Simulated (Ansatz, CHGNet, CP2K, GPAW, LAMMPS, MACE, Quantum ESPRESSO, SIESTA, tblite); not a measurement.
**Forces in amorphous SiO1.9 (78 atoms), program by program**

Aim: forces, pressure of amorphous SiO1.9 (78 atoms) at one geometry, from other programs and methods, against plane-wave PBE.

Results are calculated, not measured.

## (1) The structure

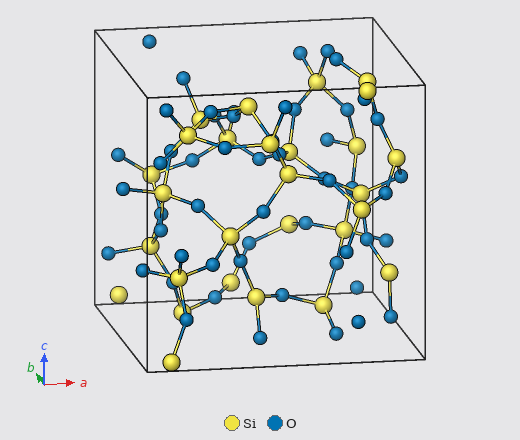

The cell (silicon yellow, oxygen blue). Bonds to atoms that aren't drawn are left out. Some periodic images of atoms are drawn too.

The cell holds 78 atoms (27 Si and 51 O), with edges of 10.50, 10.50 and 10.50 Å. Recipe: 78 atoms (27 Si, 51 O) placed at random at 2.26 g/cm³, melted at 5000 K for 10 ps at fixed volume with the Tersoff Si-O potential (Munetoh et al., Comput. Mater. Sci. 39, 334 (2007)). Quenched from 5000 K to 500 K at 20 K/ps and fixed volume, annealed at 2000 K for 50 ps, held 5 ps. The density is 2.26 g/cm³.

## (2) The reference input

Quantum ESPRESSO 7.5: Kohn-Sham DFT, PBE, SSSP efficiency 1.3.0 pseudopotentials, plane waves. Its input, pw.in:

```
&control
  calculation = 'scf'
  pseudo_dir = './pseudo'
  outdir = './tmp'
  disk_io = 'none'
  tprnfor = .true.
  tstress = .true.
/
&system
  ibrav = 0
  nat = 78
  ntyp = 2
  ecutwfc = 60
  ecutrho = 480
  nosym = .true.
  occupations = 'smearing'
  smearing = 'fd'
  degauss = 0.003675
/
&electrons
  conv_thr = 3.9e-07
  electron_maxstep = 100
  mixing_beta = 0.4
  mixing_mode = 'plain'
  diagonalization = 'david'
/
ATOMIC_SPECIES
Si 28.085 Si.upf
O 15.999 O.upf
CELL_PARAMETERS angstrom
10.50180 0.00000 0.00000
0.00000 10.50180 0.00000
0.00000 0.00000 10.50180
ATOMIC_POSITIONS crystal
Si 0.13949 0.67691 0.28768
Si 0.26616 0.73835 0.02423
Si 0.42674 0.33358 0.86693
Si 0.13626 0.12259 0.30697
[... 72 atom lines left out ...]
O 0.17119 0.86410 0.98449
O 0.48991 0.21324 0.76722
K_POINTS gamma
```

```console
$ OMP_NUM_THREADS=1 mpirun -np 4 pw.x -in pw.in > output.txt
```

The job ended after 3.1 min (4 MPI ranks of Arm Neoverse V1, shared host; peak memory 3.8 GiB; 12 min of CPU time).

It converged with an r.m.s. force component of 1.4 eV/Å and a pressure of -1.0 GPa.

## (3) The other programs

- CHGNet: machine-learned potential, published weights.
- CP2K 2026.2: Gaussian basis with GTH pseudopotentials and a plane-wave density; labels give functional, basis (MOLOPT sets; SR short-range, UZH the newer set with its own potentials), grid cutoff/relative cutoff and solver (OT: orbital transformation; TRS4, TC2, SIGN: linear-scaling purification with its sparsity filter), or its built-in tight binding.
- GPAW 26.7.0: PAW with atomic orbitals (LCAO), plane waves or a real-space grid of spacing h.
- MACE: machine-learned potential, published weights.
- SIESTA 5.4.2: numerical atomic orbitals, whose automatically made sets are far from complete, with PseudoDojo norm-conserving potentials that we converted to its format (checked against plane waves on the same files for H, C, O, Si, Ge and Ca alone); labels give functional, basis size, energy shift and mesh cutoff.
- tblite 0.8.0: extended tight binding, driven from Python.

All use the same cell and atoms, and the electronic-structure runs the same k-mesh.

## (4) Side by side

Differences are against the reference: forces as r.m.s. over components, share as that over the reference's r.m.s. force, slope as the fitted ratio of a run's forces to the reference's.

```tsv
run	Δ force, r.m.s. (meV/Å)	share (%)	slope	Δ pressure (GPa)	cores	CPU time	memory (GiB)
reference	-	-	-	-	4	12 min	3.8
CHGNet 0.3.0 potential	432	31.6	0.945	-1.87	1	4.1 s	1.0
CHGNet r2SCAN potential	464	33.9	0.879	-7.18	1	4.8 s	1.0
CP2K PBE, DZVP-MOLOPT-SR, 600/50 Ry, diagonalisation	122	8.93	0.981	1.16	4	4.5 min	4.4
CP2K PBE, DZVP-UZH, 600/50 Ry, diagonalisation	86.7	6.33	0.989	0.854	4	6.2 min	4.4
CP2K PBE, SZV-MOLOPT-SR, 600/50 Ry, diagonalisation (coarse)	706	51.6	1.093	22.8	2	3.7 min	3.3
GPAW PBE, LCAO dzp, h 0.18 Å	282	20.6	1.018	-	1	3.1 min	1.5
GPAW PBE, LCAO sz(dzp), h 0.18 Å (coarse)	657	48.0	1.036	-	1	63 s	1.1
GPAW PBE, LCAO szp(dzp), h 0.18 Å (coarse)	286	20.9	1.027	-	1	2.4 min	1.4
MACE MPA-0 medium potential	350	25.6	1.041	-1.89	1	9 s	0.99
SIESTA PBE, DZP, shift 0.01 Ry, mesh 500 Ry	161	11.8	1.001	3.07	2	5.6 min	1.8
SIESTA PBE, SZP, shift 0.01 Ry, mesh 500 Ry (coarse)	345	25.2	1.047	8.68	2	4.5 min	1.7
SIESTA revPBE, PBE potentials, DZP, shift 0.01 Ry, mesh 500 Ry	167	12.2	1.009	4.18	2	5.3 min	1.8
tblite GFN1-xTB	737	53.9	0.868	4.18	1	3.6 s	0.12
tblite GFN2-xTB	499	36.5	0.819	-4.18	1	7 s	0.12
```

Rows marked coarse were listed beforehand as settings not expected to be converged; some can still land near the reference.

Times of the machine-learned potentials are mostly Python's start and the loading of weights.

CPU time is summed over cores on shared hosts, so it is rough.

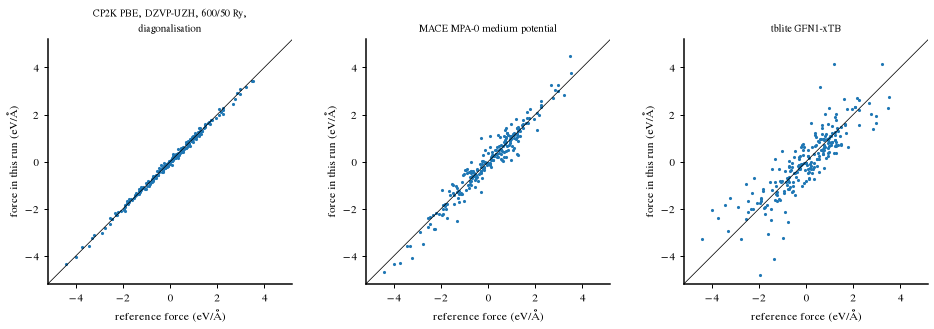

Force components against those of the reference; the line marks equality.

## (5) Findings

Forces lie from 6.3 % (CP2K PBE, DZVP-UZH, 600/50 Ry, diagonalisation) to 54 % (tblite GFN1-xTB) of the reference's r.m.s. force of 1.4 eV/Å away from it. The PBE runs in local orbitals, coarse settings apart, differ by 6.3 % (CP2K PBE, DZVP-UZH, 600/50 Ry, diagonalisation) to 21 % (GPAW PBE, LCAO dzp, h 0.18 Å); basis, grid and potentials can all enter. Tight binding differs by 36 % (tblite GFN2-xTB) to 54 % (tblite GFN1-xTB); it is another model, with fitted parameters of its own, and the xTB methods hold dispersion. Machine-learned potentials differ by 26 % (MACE MPA-0 medium potential) to 34 % (CHGNet r2SCAN potential); they were trained on other programs' data, some at another functional.

Rows with another functional or a dispersion term differ by 12 % (SIESTA revPBE, PBE potentials, DZP, shift 0.01 Ry, mesh 500 Ry), which mixes the change of model with differences of basis and potentials, some of them made for another functional. Runs with settings chosen to be coarse differ by 21 % (GPAW PBE, LCAO szp(dzp), h 0.18 Å) to 52 % (CP2K PBE, SZV-MOLOPT-SR, 600/50 Ry, diagonalisation), their programs' other errors included. Pressures at PBE, coarse settings apart, lie +0.85 to +3.07 GPa from the reference's.

**Limits.** Periodic xTB results under one method name differ between programs and library versions. The reference's pressure holds the uncorrected Pulay stress of its 60 Ry basis, so small pressure differences may be the reference's own error. Machine-learned potentials mimic data converged in k, so the reference's own k-point error enters their differences. The quench rate of 20 K/ps is many orders above laboratory rates, so the cell is likely richer in defects and strain than a real sample. The network of bonds at the start is that of the classical potential that made the cell, and needn't be the one that DFT or experiment would give. The reference's stress is far from hydrostatic: its diagonal is 2.9, -3.5, -2.5 GPa, compression counted positive. The electronic-structure runs sample only Γ, in a cell whose shortest periodic width is 11 Å, which is coarse for a cell with partly filled levels. Where levels are smeared, the DFT runs use Fermi–Dirac occupations at 580 K (0.05 eV), and energies are free energies. The reference's cutoffs and mesh weren't converged further here.

[Logs are printed without paths, hosts, clocks, repeated set-up lines and the standing remarks that a program may print on its own settings, such as how far it seeks lower states.]

[Hosts, paths, dates, database ids (printed as entryN), source tags and the programs' standing remarks are cut or masked in the printed files.]

[Cells were taken only where this reference lay near another plane-wave run.]
